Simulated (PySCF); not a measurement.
# Geometry relaxation of GaNH₂ClF (charge +1) (part 1 of 2)

GaNH₂ClF, charge +1, multiplicity 2, computed with HF/3-21G, UHF (PySCF 2.14.0).

The atoms were displaced at random from an optimised geometry. The geometry is that of the parent species in another charge or spin state. Figures and captions count atoms from 1; the log counts them from 0 in places.

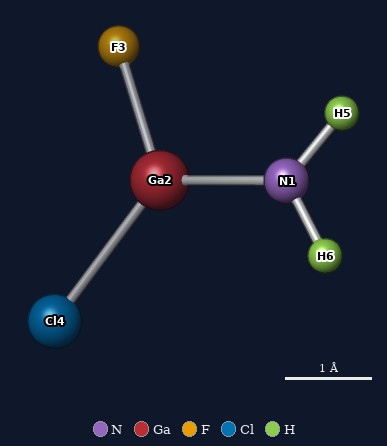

*The input geometry (ball-and-stick view, seen at a tilt; atoms are numbered from 1 in the order of the input). Sticks mark near contacts.*

Bond lengths as drawn: Cl–Ga 2.08 Å, F–Ga 1.78 Å, Ga–N 1.77 Å and H–N 1.02 to 1.03 Å.

The input (calc.py):
```python
from pyscf import gto, symm
from pyscf.hessian import thermo
from pyscf.geomopt.geometric_solver import kernel as optimise

mol = gto.Mole()
mol.atom = [
    ('N', (-0.191613, 1.018582, -0.053837)),
    ('Ga', (0.218976, -0.706771, -0.025494)),
    ('F', (1.566303, -1.188631, 1.032752)),
    ('Cl', (-0.724890, -2.195982, -1.131934)),
    ('H', (0.194829, 1.685550, 0.608955)),
    ('H', (-1.056377, 1.365486, -0.491678)),
]
mol.spin = 1
mol.verbose = 3
mol.max_memory = 1860
mol.basis = '3-21g'
mol.charge = 1
mol.build()

mf = mol.UHF()
mf.conv_tol = 1e-10
mf = mf.newton()
converged, mol_eq = optimise(mf, maxsteps=80)
print('converged:', converged)
print(mol_eq.tostring())

mf.reset(mol_eq)
mol = mol_eq
mf.kernel()
e_tot = mf.e_tot
print('E(%s) = %.9f' % ('HF', e_tot))
hess = mf.Hessian().kernel()
modes = thermo.harmonic_analysis(mol, hess)
thermo.dump_normal_mode(mol, modes)
symm.geom.TOLERANCE = 1e-3  # for the symmetry number
th = thermo.thermo(mf, modes['freq_au'], 298.15, 101325)
thermo.dump_thermo(mol, th)
```

Launched with:
```bash
OMP_NUM_THREADS=1 python calc.py
```

Output:
```
[file] SyntaxWarning: invalid escape sequence '\W'
  S = {(paw_set(r)[0], bool(re.search(r"spin_orbit\W+true|paw_fr", str((r.get("files") or {}).get("input") or "")) or re.search("(?i)spin.orbit\W+(value\W+)?(true|yes)|value\W+spin-orbit", json.dumps(r.get("inputs"), default=str)))) for r in records}

#|     Arguments passed to driver run_optimizer():      |#
customengine              <pyscf.geomopt.geometric_solver.PySCFEngine object>
maxiter                   80
----------------------------------------------------------
Custom engine selected.
Bonds will be generated from interatomic distances less than 1.20 times sum of covalent radii
18 internal coordinates being used (instead of 18 Cartesians)
Internal coordinate system (atoms numbered from 1):
Distance 1-2
Distance 1-5
Distance 1-6
Distance 2-3
Distance 2-4
Angle 2-1-6
Angle 5-1-6
Angle 1-2-4
Angle 3-2-4
Out-of-Plane 1-2-5-6
Out-of-Plane 2-1-3-4
Dihedral 5-1-2-3
Dihedral 5-1-2-4
Dihedral 6-1-2-3
Dihedral 6-1-2-4
Translation-X 1-6
Translation-Y 1-6
Translation-Z 1-6
Rotation-A 1-6
Rotation-B 1-6
Rotation-C 1-6
<class 'geometric.internal.Distance'> : 5
<class 'geometric.internal.Angle'> : 4
<class 'geometric.internal.OutOfPlane'> : 2
<class 'geometric.internal.Dihedral'> : 4
<class 'geometric.internal.TranslationX'> : 1
<class 'geometric.internal.TranslationY'> : 1
<class 'geometric.internal.TranslationZ'> : 1
<class 'geometric.internal.RotationA'> : 1
<class 'geometric.internal.RotationB'> : 1
<class 'geometric.internal.RotationC'> : 1
> ===== Optimization Info: ====
> Job type: Energy minimization
> Maximum number of optimization cycles: 80
> Initial / maximum trust radius (Angstrom): 0.100 / 0.300
> Convergence Criteria:
> Will converge when all 5 criteria are reached:
>  |Delta-E| < 1.00e-06
>  RMS-Grad  < 3.00e-04
>  Max-Grad  < 4.50e-04
>  RMS-Disp  < 1.20e-03
>  Max-Disp  < 1.80e-03
> === End Optimization Info ===

Geometry optimization cycle 1
Cartesian coordinates (Angstrom)
 Atom        New coordinates             dX        dY        dZ
   N  -0.191613   1.018582  -0.053837    0.000000  0.000000  0.000000
  Ga   0.218976  -0.706771  -0.025494    0.000000  0.000000  0.000000
   F   1.566303  -1.188631   1.032752    0.000000  0.000000  0.000000
  Cl  -0.724890  -2.195982  -1.131934    0.000000  0.000000  0.000000
   H   0.194829   1.685550   0.608955    0.000000  0.000000  0.000000
   H  -1.056377   1.365486  -0.491678    0.000000  0.000000  0.000000

WARN: Mole.unit (angstrom) is changed to Bohr

WARN: HOMO -0.329962336285098 >= LUMO -0.329962336285098

converged SCF energy = -2525.17486053318  <S^2> = 0.75779953  2S+1 = 2.0077844
--------------- SecondOrderUHF_Scanner gradients ---------------
         x                y                z
0 N     0.0379181808    -0.0675976550    -0.0083035305
1 Ga    -0.0911930844     0.0934823723    -0.0502413291
2 F     0.0478298137    -0.0272353358     0.0345565166
3 Cl     0.0194562358     0.0159786085     0.0190362854
4 H    -0.0056933492    -0.0096630022     0.0020735711
5 H    -0.0083177967    -0.0049649878     0.0028784865
----------------------------------------------
cycle 1: E = -2525.17486053  dE = -2525.17  norm(grad) = 0.176373
Step    0 : Gradient = 7.200e-02/1.399e-01 (rms/max) Energy = -2525.1748605332
Hessian Eigenvalues: 2.30000e-02 2.75363e-02 2.82819e-02 ... 2.82971e-01 4.28067e-01 4.48543e-01

Geometry optimization cycle 2
Cartesian coordinates (Angstrom)
 Atom        New coordinates             dX        dY        dZ
   N  -0.193863   1.041150   0.006968   -0.002250  0.022568  0.060805
  Ga   0.242644  -0.820527  -0.029644    0.023668 -0.113756 -0.004150
   F   1.522518  -1.112075   1.008969   -0.043785  0.076556 -0.023783
  Cl  -0.745738  -2.315869  -1.186596   -0.020848 -0.119887 -0.054662
   H   0.202741   1.769361   0.607805    0.007912  0.083811 -0.001150
   H  -1.021074   1.416193  -0.468738    0.035303  0.050707  0.022940
converged SCF energy = -2525.20002853875  <S^2> = 0.75876894  2S+1 = 2.0087498
--------------- SecondOrderUHF_Scanner gradients ---------------
         x                y                z
0 N     0.0206167890    -0.0170404109    -0.0015692624
1 Ga    -0.0150267771     0.0171567294    -0.0050327850
2 F    -0.0026256452    -0.0033641011    -0.0032788239
3 Cl     0.0071302353    -0.0005985715     0.0057720847
4 H    -0.0072690929     0.0036570735     0.0006486642
5 H    -0.0028255091     0.0001892805     0.0034601224
----------------------------------------------
cycle 2: E = -2525.20002854  dE = -0.025168  norm(grad) = 0.0382555
Step    1 : Displace = 9.600e-02/1.334e-01 (rms/max) Trust = 1.000e-01 (=) Grad = 1.562e-02/2.679e-02 (rms/max) E (change) = -2525.2000285387 (-2.517e-02) Quality = 0.949
Hessian Eigenvalues: 2.29998e-02 2.81928e-02 2.84468e-02 ... 3.40208e-01 4.28045e-01 4.49023e-01

Geometry optimization cycle 3
Cartesian coordinates (Angstrom)
 Atom        New coordinates             dX        dY        dZ
   N  -0.253245   1.041633   0.002482   -0.059382  0.000483 -0.004486
  Ga   0.268653  -0.843293  -0.012940    0.026010 -0.022767  0.016704
   F   1.549393  -1.072374   1.038819    0.026875  0.039701  0.029850
  Cl  -0.765744  -2.304269  -1.205651   -0.020006  0.011599 -0.019055
   H   0.251069   1.693780   0.610772    0.048328 -0.075581  0.002966
   H  -1.042898   1.462758  -0.494717   -0.021824  0.046564 -0.025979
converged SCF energy = -2525.20323724932  <S^2> = 0.75920929  2S+1 = 2.0091882
--------------- SecondOrderUHF_Scanner gradients ---------------
         x                y                z
0 N     0.0010943808     0.0039065559    -0.0028271433
1 Ga    -0.0008570290     0.0077037246     0.0015343841
2 F    -0.0016503377    -0.0031352487    -0.0018552248
3 Cl     0.0018036072    -0.0036811334     0.0009225591
4 H     0.0028605213    -0.0034584300     0.0032876254
5 H    -0.0032511425    -0.0013354684    -0.0010622004
----------------------------------------------
cycle 3: E = -2525.20323725  dE = -0.00320871  norm(grad) = 0.0128441
Step    2 : Displace = 5.843e-02/8.952e-02 (rms/max) Trust = 1.414e-01 (+) Grad = 5.244e-03/7.902e-03 (rms/max) E (change) = -2525.2032372493 (-3.209e-03) Quality = 1.045
Hessian Eigenvalues: 2.29853e-02 2.42747e-02 2.83747e-02 ... 3.41945e-01 4.30073e-01 4.49082e-01

Geometry optimization cycle 4
Cartesian coordinates (Angstrom)
 Atom        New coordinates             dX        dY        dZ
   N  -0.261626   1.021041   0.030281   -0.008381 -0.020592  0.027799
  Ga   0.280895  -0.871225   0.004327    0.012241 -0.027931  0.017267
   F   1.575770  -1.062291   1.056791    0.026377  0.010083  0.017973
  Cl  -0.798031  -2.264248  -1.233347   -0.032287  0.040021 -0.027696
   H   0.238539   1.721651   0.582890   -0.012530  0.027871 -0.027881
   H  -1.028318   1.433306  -0.502179    0.014580 -0.029451 -0.007462
converged SCF energy = -2525.20424544324  <S^2> = 0.7591675  2S+1 = 2.0091466
--------------- SecondOrderUHF_Scanner gradients ---------------
         x                y                z
0 N    -0.0020545216     0.0026642227     0.0015222912
1 Ga    -0.0029811034     0.0022979473    -0.0033729123
2 F     0.0031700827    -0.0014962539     0.0026921179
3 Cl    -0.0000188433    -0.0032305056    -0.0005459665
4 H     0.0006143205    -0.0002827800    -0.0004874456
5 H     0.0012700651     0.0000473695     0.0001919153
----------------------------------------------
cycle 4: E = -2525.20424544  dE = -0.00100819  norm(grad) = 0.00847337
Step    3 : Displace = 4.055e-02/5.718e-02 (rms/max) Trust = 2.000e-01 (+) Grad = 3.459e-03/5.054e-03 (rms/max) E (change) = -2525.2042454432 (-1.008e-03) Quality = 1.129
Hessian Eigenvalues: 2.30011e-02 2.56520e-02 2.92340e-02 ... 3.40478e-01 4.38197e-01 4.50694e-01

Geometry optimization cycle 5
Cartesian coordinates (Angstrom)
 Atom        New coordinates             dX        dY        dZ
   N  -0.257817   1.008928   0.031467    0.003809 -0.012113  0.001186
  Ga   0.292105  -0.882310   0.027265    0.011210 -0.011085  0.022938
   F   1.591387  -1.065774   1.061788    0.015617 -0.003483  0.004997
  Cl  -0.815684  -2.217483  -1.241578   -0.017653  0.046765 -0.008230
   H   0.224401   1.731367   0.571532   -0.014137  0.009716 -0.011358
   H  -1.027164   1.403506  -0.511711    0.001155 -0.029800 -0.009533
converged SCF energy = -2525.20455069702  <S^2> = 0.75912572  2S+1 = 2.009105
--------------- SecondOrderUHF_Scanner gradients ---------------
         x                y                z
0 N    -0.0010957890     0.0008627570     0.0012459721
1 Ga     0.0018634732    -0.0010313751     0.0010654003
2 F    -0.0019189995     0.0001433121    -0.0016300446
3 Cl     0.0002244753    -0.0012597130    -0.0002126216
4 H    -0.0002180344     0.0004914069    -0.0008480577
5 H     0.0011448744     0.0007936121     0.0003793513
----------------------------------------------
cycle 5: E = -2525.2045507  dE = -0.000305254  norm(grad) = 0.00450602
Step    4 : Displace = 2.940e-02/5.013e-02 (rms/max) Trust = 2.828e-01 (+) Grad = 1.840e-03/2.522e-03 (rms/max) E (change) = -2525.2045506970 (-3.053e-04) Quality = 1.256
Hessian Eigenvalues: 2.29921e-02 2.66842e-02 2.90817e-02 ... 4.34708e-01 4.41369e-01 4.50987e-01

Geometry optimization cycle 6
Cartesian coordinates (Angstrom)
 Atom        New coordinates             dX        dY        dZ
   N  -0.253657   1.001725   0.027311    0.004160 -0.007203 -0.004156
  Ga   0.306321  -0.883750   0.038284    0.014216 -0.001440  0.011019
   F   1.607645  -1.077491   1.071905    0.016258 -0.011717  0.010116
  Cl  -0.832419  -2.175330  -1.243588   -0.016735  0.042153 -0.002010
   H   0.210686   1.737450   0.565565   -0.013715  0.006083 -0.005967
   H  -1.031348   1.375630  -0.520714   -0.004185 -0.027876 -0.009002
converged SCF energy = -2525.20466458655  <S^2> = 0.7591038  2S+1 = 2.0090832
--------------- SecondOrderUHF_Scanner gradients ---------------
         x                y                z
0 N    -0.0002894315    -0.0003553042     0.0004375782
1 Ga    -0.0000093158    -0.0013612126    -0.0001945242
2 F    -0.0001078826     0.0000756854    -0.0001954747
3 Cl     0.0003940816     0.0002005294     0.0002594717
4 H    -0.0002148433     0.0006234232    -0.0003783448
5 H     0.0002273917     0.0008168788     0.0000712939
----------------------------------------------
cycle 6: E = -2525.20466459  dE = -0.00011389  norm(grad) = 0.00197807
Step    5 : Displace = 2.618e-02/4.482e-02 (rms/max) Trust = 3.000e-01 (+) Grad = 8.075e-04/1.375e-03 (rms/max) E (change) = -2525.2046645865 (-1.139e-04) Quality = 1.194
Hessian Eigenvalues: 2.29365e-02 2.50882e-02 2.95230e-02 ... 4.30300e-01 4.35014e-01 4.50802e-01

Geometry optimization cycle 7
Cartesian coordinates (Angstrom)
 Atom        New coordinates             dX        dY        dZ
   N  -0.250944   1.000812   0.024466    0.002713 -0.000913 -0.002845
  Ga   0.312233  -0.880671   0.037217    0.005912  0.003079 -0.001068
   F   1.609411  -1.079194   1.075040    0.001765 -0.001703  0.003135
  Cl  -0.837921  -2.165493  -1.242339   -0.005503  0.009837  0.001249
   H   0.207608   1.736640   0.567133   -0.003078 -0.000810  0.001569
   H  -1.033158   1.366141  -0.522753   -0.001810 -0.009489 -0.002039
converged SCF energy = -2525.20468094374  <S^2> = 0.7590778  2S+1 = 2.0090573
--------------- SecondOrderUHF_Scanner gradients ---------------
         x                y                z
0 N    -0.0000483500    -0.0002077700     0.0000040484
1 Ga     0.0000633749    -0.0004428945    -0.0000393310
2 F    -0.0001651279     0.0000796667    -0.0001238333
3 Cl     0.0001686905     0.0002348696     0.0001756354
4 H     0.0000017480     0.0001498385    -0.0000257520
5 H    -0.0000203356     0.0001862897     0.0000092325
----------------------------------------------
cycle 7: E = -2525.20468094  dE = -1.63572e-05  norm(grad) = 0.00068482
Step    6 : Displace = 7.257e-03/1.123e-02 (rms/max) Trust = 3.000e-01 (=) Grad = 2.796e-04/4.491e-04 (rms/max) E (change) = -2525.2046809437 (-1.636e-05) Quality = 1.134
Hessian Eigenvalues: 2.24631e-02 2.41726e-02 2.95300e-02 ... 4.25985e-01 4.35229e-01 4.50345e-01

Geometry optimization cycle 8
Cartesian coordinates (Angstrom)
 Atom        New coordinates             dX        dY        dZ
   N  -0.250384   1.001319   0.024105    0.000560  0.000508 -0.000361
  Ga   0.312651  -0.879606   0.036734    0.000419  0.001065 -0.000482
   F   1.609540  -1.079872   1.075067    0.000129 -0.000678  0.000028
  Cl  -0.838426  -2.165651  -1.241970   -0.000505 -0.000158  0.000369
   H   0.206986   1.736835   0.567948   -0.000622  0.000196  0.000814
   H  -1.033139   1.365209  -0.523121    0.000019 -0.000932 -0.000368
converged SCF energy = -2525.20468184601  <S^2> = 0.7590732  2S+1 = 2.0090527
--------------- SecondOrderUHF_Scanner gradients ---------------
         x                y                z
0 N     0.0000210182    -0.0000454842    -0.0000396862
1 Ga    -0.0000664410    -0.0000465472    -0.0000587240
2 F     0.0000250387     0.0000076838     0.0000344606
3 Cl     0.0000375686     0.0000523512     0.0000352768
4 H    -0.0000001035     0.0000124109    -0.0000006243
5 H    -0.0000170810     0.0000195855     0.0000292971
----------------------------------------------
cycle 8: E = -2525.20468185  dE = -9.02276e-07  norm(grad) = 0.000151899
```

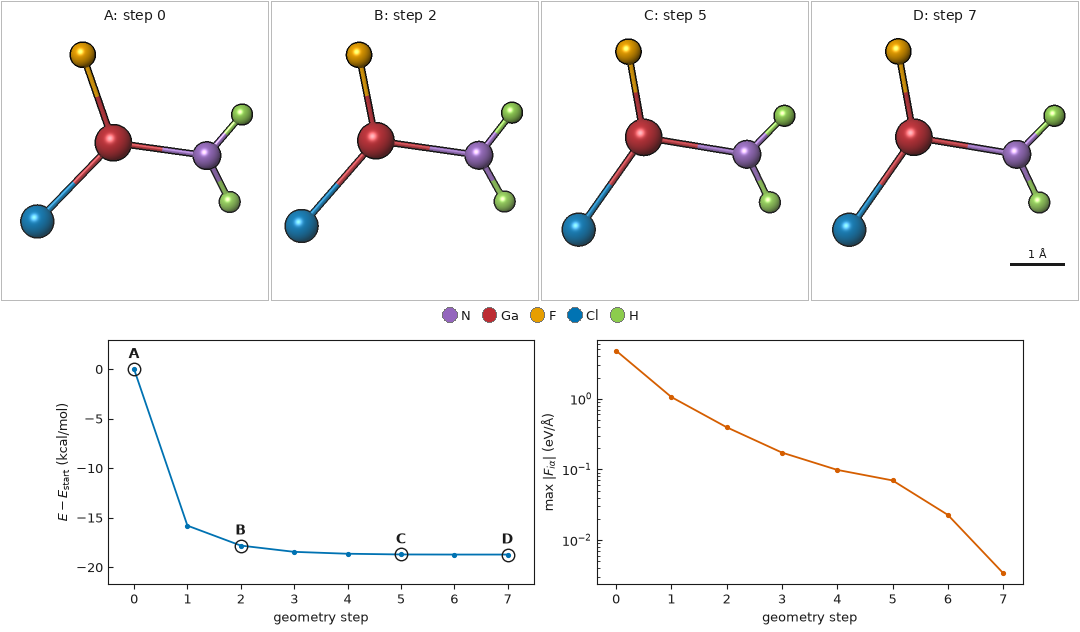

*Frames of the relaxation (ball-and-stick view, seen at a tilt) above the curves, on which the letters mark them (steps are counted from 0).*
